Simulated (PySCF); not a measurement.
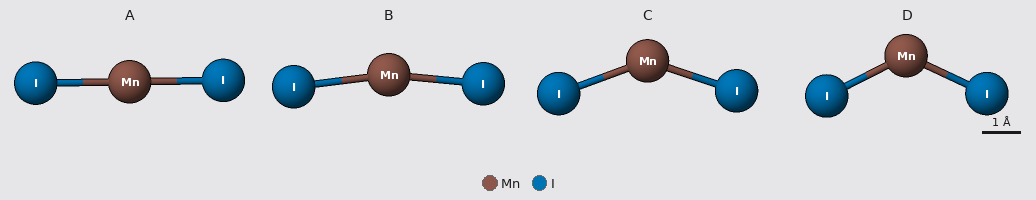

4 geometries from one relaxation of MnI₂ (multiplicity 6), in shuffled order. The picture is a ball-and-stick view, seen face on.

The start comes from GFN2-xTB. Its atoms were then displaced at random by about 0.03 Å.

Theory: PBE0-D3(BJ)/def2-SVP geometry optimisation, gas phase in PySCF 2.14.0, density-fitted response routines. 

Order the frames from highest to lowest energy.

D, C, B, A. They are steps 0, 2, 4, 7, at +0.505 eV, +0.161 eV, +0.038 eV relative to the last. The atom that moves furthest after the best rigid fit is the Mn atom (0.70 Å). By element the largest moves are Mn 0.70 Å, I 0.51 Å. Among the contacts that change: I–Mn 2.388 → 2.533 Å, I–Mn 2.421 → 2.533 Å. Bond angles that change, for instance: I–Mn–I 128.2° → 180.0°. Over 7 geometry steps the energy falls by 0.505 eV.
